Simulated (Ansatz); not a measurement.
CH7BN: several calculations on one system

## 1. Relaxation

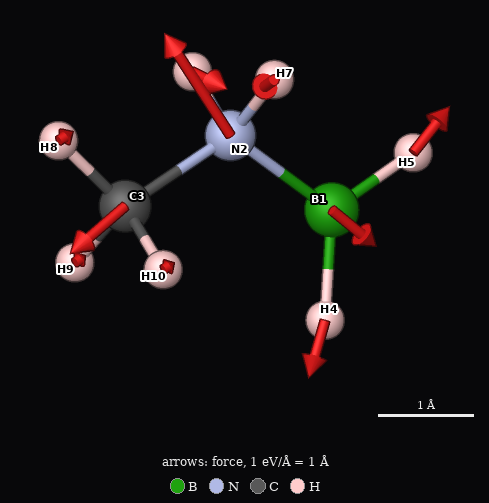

Starting geometry of CH7BN (charge +1) with the computed forces as red arrows. The picture is a ball-and-stick view, seen at a tilt.

The run prepares an end point of a later path (torsion) calculation, from a guessed geometry.

Computed with RHF/def2-SVP in Ansatz 0.2.0. (no spin polarisation; force threshold 0.015 eV/Å; at most 40 steps)

Q: Is this structure relaxed? If not, where do the atoms go?

A: It isn't relaxed: the largest force vector, on the N atom, is 1.39 eV/Å. The final displacements follow the starting forces only in part (cosine between the two patterns 0.77). The largest moves after the best rigid fit, 0.037 Å, are those of H atoms. By element the largest moves are H 0.037 Å, B 0.026 Å, C 0.022 Å, N 0.015 Å. Some distances before and after: B–N 1.502 → 1.543 Å, B–H 1.164 → 1.185 Å, C–N 1.485 → 1.498 Å, H–N 1.030 → 1.018 Å. Bond angles that change, for instance: H–B–H 123.7° → 127.4°, N–B–H 117.4° → 115.3°. The energy falls by 0.059 eV in 4 accepted moves (5 points after the start). Largest force component: 1.1 eV/Å at the start, 0.0014 eV/Å at the end. The line search rejected the trial step at point 4 of the run. Cost: 14 s on 1 thread of Arm Neoverse N1, on a shared host, peak memory 0.13 GiB.

## 2. Relaxation

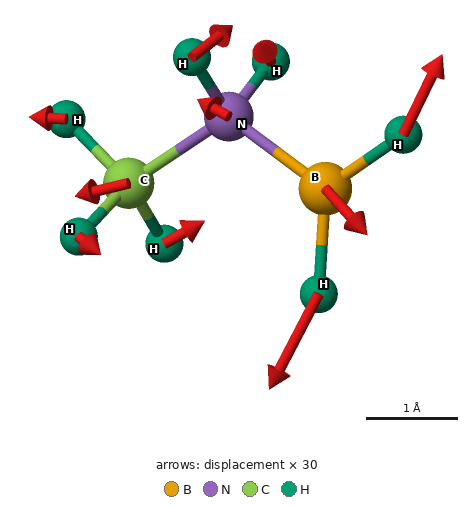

A relaxation of CH$_{7}$BN (charge +1). The starting structure is drawn; red arrows show the displacements, magnified 30 times. The two geometries are superimposed by the best rigid fit.

The picture is a ball-and-stick view, seen at a tilt.

The run prepares an end point of a later path (torsion) calculation, from a guessed geometry.

Computed with Ansatz 0.2.0, RHF/def2-SVP.

The input:
```yaml
crystal:
  periodic: [false, false, false]
  atoms:
    - { symbol: B, position_ang: [-1.13881, 0.13156, -0.86072] }
    - { symbol: "N", position_ang: [0.11779, 0.50706, -0.12845] }
    - { symbol: C, position_ang: [0.75546, -0.50854, 0.74787] }
    - { symbol: H, position_ang: [-1.57154, -0.93971, -0.72473] }
    - { symbol: H, position_ang: [-1.62615, 0.94291, -1.53815] }
    - { symbol: H, position_ang: [-0.08098, 1.34881, 0.4303] }
    - { symbol: H, position_ang: [0.80597, 0.81975, -0.82801] }
    - { symbol: H, position_ang: [0.06886, -0.82456, 1.53108] }
    - { symbol: H, position_ang: [1.04294, -1.37633, 0.15888] }
    - { symbol: H, position_ang: [1.64785, -0.09082, 1.20812] }
total_charge: 1
basis:
  gaussian: { orbitals: def2-SVP }
hamiltonian:
  xc: hf
relax:
  f_tol: 0.015
  max_steps: 40
```

Launched with:
```bash
ansatz run input.yaml --threads 1 --pin off --max-ram 2048MiB --backend cpu --events-out ev --progress --plain --runs-dir out
```

> Atoms of which element are displaced furthest, and by how much?

Hydrogen: up to 0.040 Å, against 0.026 Å for boron.

> What happened in the run?

The largest move after the best rigid fit is that of H4, 0.040 Å. Largest moves by element: H 0.040 Å, B 0.026 Å, C 0.022 Å, N 0.015 Å. Some distances before and after: B1–N2 1.502 → 1.543 Å, B1–H5 1.164 → 1.185 Å, B1–H4 1.163 → 1.184 Å, N2–C3 1.485 → 1.498 Å. Bond angles that change, for instance: H4–B1–H5 123.7° → 127.4°, N2–B1–H5 117.4° → 115.2°, N2–C3–H8 110.6° → 108.6°. After 4 accepted moves (5 points after the start) the energy has fallen by 0.060 eV. The largest force component goes from 0.99 to 0.004 eV/Å. The line search rejected the trial step at point 4 of the run.

## 3. Path

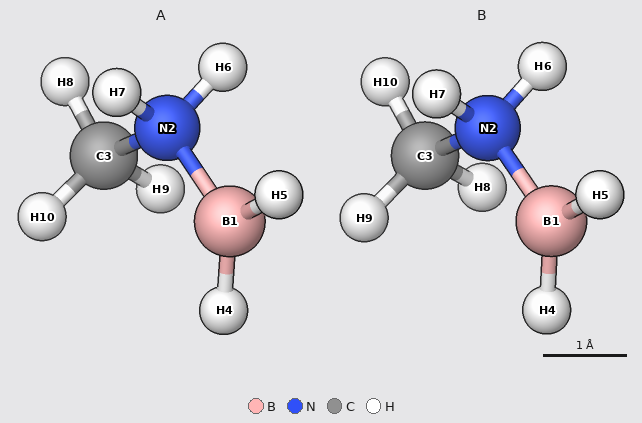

The two relaxed end points of a path for CH$_{7}$BN (charge +1). The picture is a ball-and-stick view, seen from a free direction.

These are results of RHF/def2-SVP (Ansatz), not measurements.

The input:
```yaml
crystal:
  periodic: [false, false, false]
  atoms:
    - { symbol: B, position_ang: [-1.159876, 0.12258, -0.873235] }
    - { symbol: "N", position_ang: [0.129959, 0.507858, -0.119657] }
    - { symbol: C, position_ang: [0.766397, -0.522435, 0.761435] }
    - { symbol: H, position_ang: [-1.573658, -0.975625, -0.71585] }
    - { symbol: H, position_ang: [-1.624107, 0.976842, -1.551269] }
    - { symbol: H, position_ang: [-0.073207, 1.349959, 0.414945] }
    - { symbol: H, position_ang: [0.797653, 0.835956, -0.814572] }
    - { symbol: H, position_ang: [1.656196, -0.099693, 1.217904] }
    - { symbol: H, position_ang: [0.052733, -0.812232, 1.526265] }
    - { symbol: H, position_ang: [1.02792, -1.383209, 0.154033] }
total_charge: 1
basis:
  gaussian: { orbitals: def2-SVP }
hamiltonian:
  xc: hf
neb:
  order_check: false
  images: 5
  f_tol: 0.05
  max_iterations: 60
  initial_path: idpp
  final_atoms:
    - { symbol: B, position_ang: [-1.269914, 0.25104416, -0.66861024] }
    - { symbol: "N", position_ang: [0.21299257, 0.41035429, -0.27432461] }
    - { symbol: C, position_ang: [0.77918353, -0.53704257, 0.73788877] }
    - { symbol: H, position_ang: [-1.87965275, -0.6211867, -0.1497304] }
    - { symbol: H, position_ang: [-1.66643161, 1.03053521, -1.46853254] }
    - { symbol: H, position_ang: [0.34148088, 1.37194381, 0.03404742] }
    - { symbol: H, position_ang: [0.75818147, 0.3731456, -1.13327961] }
    - { symbol: H, position_ang: [0.21584878, -0.43532325, 1.66015382] }
    - { symbol: H, position_ang: [0.68429114, -1.54862585, 0.35586011] }
    - { symbol: H, position_ang: [1.82403, -0.29484371, 0.90652628] }
```

Command:
```bash
ansatz run input.yaml --threads 1 --pin off --max-ram 2048MiB --backend cpu --events-out ev --progress --plain --runs-dir out
```

**What barrier does the band find between them, and by what path?**

The barrier is about 11.2 kJ/mol in both directions, with image 3 at the top; the ends have the same energy. The motion is a rotation about the N2–C3 bond by about 120°. No bond forms or breaks between the ends. The band is converged. At the top, the vibrational analysis gives one imaginary mode (240i cm⁻¹), as a transition state must have.

Energies of the converged images:

```
image  path (Å)  E (kJ/mol)
    0      0.00         0.0
    1      0.53         2.7
    2      1.05         8.3
    3      1.58        11.2
    4      2.11         8.3
    5      2.63         2.7
    6      3.16         0.0
```

The geometry at the top of the path:

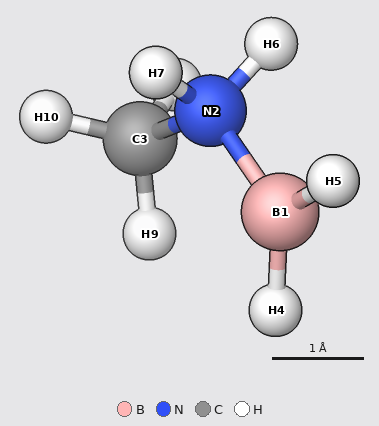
